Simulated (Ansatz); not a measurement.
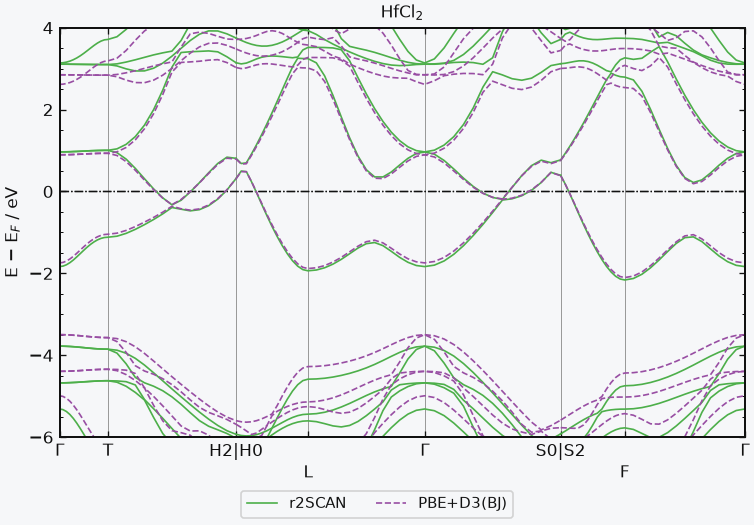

Band structures of HfCl2, space group R-3m, 3 atoms in the cell, by two methods on the same cell. Each is counted from its own Fermi level.

Question: How do the methods compare?

Answer: Both give a metal. The 3 bands that come within 1 eV of the Fermi level differ by 0.09 eV on average and by 0.33 eV at most (between F and Γ).

Settings. r2SCAN: DFT r2SCAN, scalar-relativistic, plane waves, PAW, no spin polarisation, 18×18×18 k mesh, 500 eV cutoff, Gaussian smearing of 0.1 eV (Ansatz 0.2.0). PBE+D3(BJ): DFT PBE+D3(BJ), scalar-relativistic, plane waves, PAW, no spin polarisation, 18×18×18 k mesh, 420 eV cutoff (Ansatz 0.2.0).

The structure is an invented one, so it need not be a known or stable phase. Spin-orbit coupling is left out, which matters for Hf.
